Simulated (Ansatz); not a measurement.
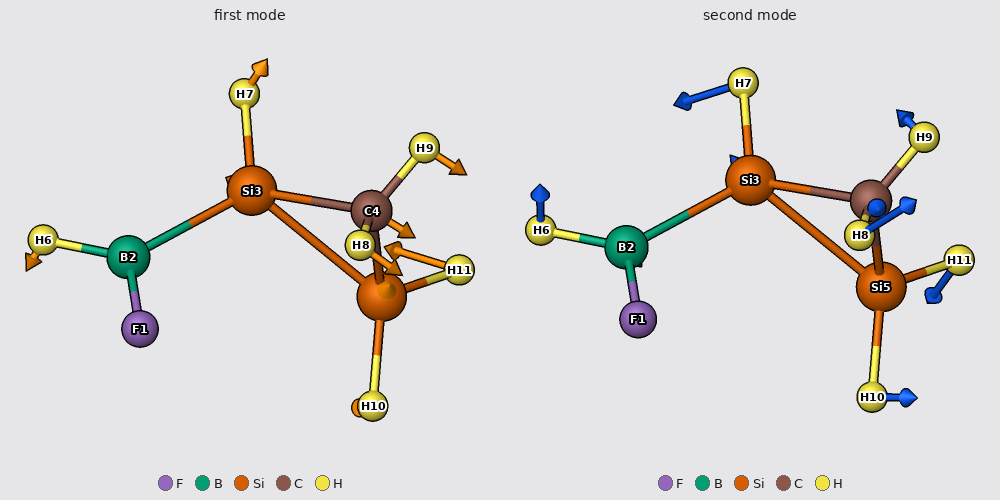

The system is CH6BFSi2, SMILES FB[SiH]1C[SiH2]1; the picture shows the reference structure; its two panels give the patterns of the first and the second mode as arrows. First axis: normal mode 8 (530 cm⁻¹). Second axis: normal mode 13 (755 cm⁻¹). Nothing is relaxed (straight displacements along the two mass-weighted modes). The grid has 13 × 13 points. Points are written as (first, second). Energies are in kJ/mol, from the lowest grid point. These are results of RKS CAM-B3LYP-D4/def2-SVP (Ansatz), not measurements.

Its coordinates:

```xyz
11

F    -1.9550    1.6252    0.5067
B    -0.6812    1.9337    0.6928
Si    0.6726    0.4875    0.4433
C    -0.0272   -1.2998    0.4371
Si    0.3186   -0.8538   -1.3610
H    -0.4343    3.0886    0.9573
H     2.0509    0.6550    0.9649
H    -1.0728   -1.4003    0.7526
H     0.6046   -2.0760    0.8857
H    -0.8511   -0.6470   -2.2469
H     1.4403   -1.5703   -2.0123
```

Range: normal mode 8 (530 cm⁻¹) from −1.094 to 1.094 amu½·Å; normal mode 13 (755 cm⁻¹) from −0.977 to 0.977 amu½·Å.

> What landscape does the calculation give?

The lowest grid point is at (0.000 amu½·Å, 0.000 amu½·Å). No other kind of well shows on this grid. The highest grid point, (−1.094 amu½·Å, −0.977 amu½·Å), lies 238 kJ/mol above the lowest.

| normal mode 13 (755 cm⁻¹) ↓, normal mode 8 (530 cm⁻¹) → | −1.094 | −0.912 | −0.730 | −0.547 | −0.365 | −0.182 | 0.000 | 0.182 | 0.365 | 0.547 | 0.730 | 0.912 | 1.094 |
| --- | --- | --- | --- | --- | --- | --- | --- | --- | --- | --- | --- | --- | --- |
| 0.977 | 142 | 126 | 114 | 105 | 98 | 93 | 91 | 92 | 95 | 102 | 111 | 124 | 140 |
| 0.814 | 114 | 99 | 86 | 77 | 70 | 65 | 64 | 65 | 68 | 75 | 85 | 98 | 114 |
| 0.651 | 93 | 76 | 64 | 54 | 47 | 43 | 41 | 42 | 46 | 53 | 63 | 76 | 93 |
| 0.488 | 78 | 60 | 46 | 36 | 29 | 25 | 23 | 25 | 29 | 36 | 46 | 60 | 78 |
| 0.326 | 68 | 49 | 35 | 24 | 16 | 12 | 10 | 12 | 16 | 24 | 35 | 49 | 67 |
| 0.163 | 65 | 45 | 29 | 17 | 9 | 4 | 3 | 4 | 9 | 17 | 28 | 43 | 63 |
| 0.000 | 68 | 46 | 29 | 16 | 7 | 2 | 0 | 2 | 7 | 15 | 27 | 43 | 64 |
| −0.163 | 78 | 53 | 34 | 20 | 10 | 5 | 3 | 5 | 10 | 19 | 32 | 49 | 71 |
| −0.326 | 95 | 68 | 46 | 30 | 19 | 13 | 11 | 13 | 19 | 29 | 43 | 62 | 85 |
| −0.488 | 119 | 88 | 65 | 47 | 35 | 28 | 26 | 28 | 34 | 45 | 60 | 81 | 106 |
| −0.651 | 150 | 117 | 90 | 70 | 57 | 49 | 46 | 49 | 56 | 68 | 85 | 107 | 135 |
| −0.814 | 190 | 153 | 123 | 101 | 86 | 77 | 74 | 77 | 85 | 98 | 117 | 141 | 172 |
| −0.977 | 238 | 197 | 164 | 139 | 122 | 113 | 110 | 113 | 122 | 137 | 158 | 184 | 217 |

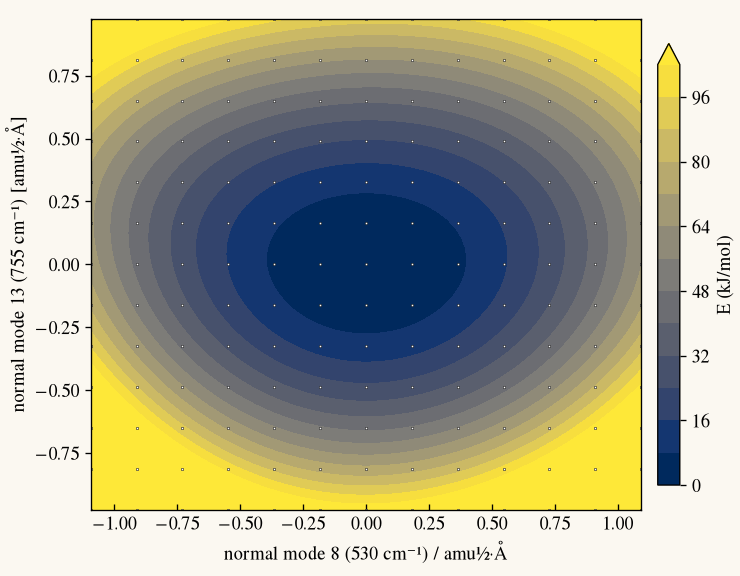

Drawn: filled contours, dots at the grid points, one colour for all values above the top of the scale. Between grid points the surface is interpolated.

Time for the 169 points that were run: 30 min on 1 thread of Intel(R) Xeon(R) Platinum 8259CL CPU @ 2.50GHz (Skylake/Cascade Lake), on a shared host.
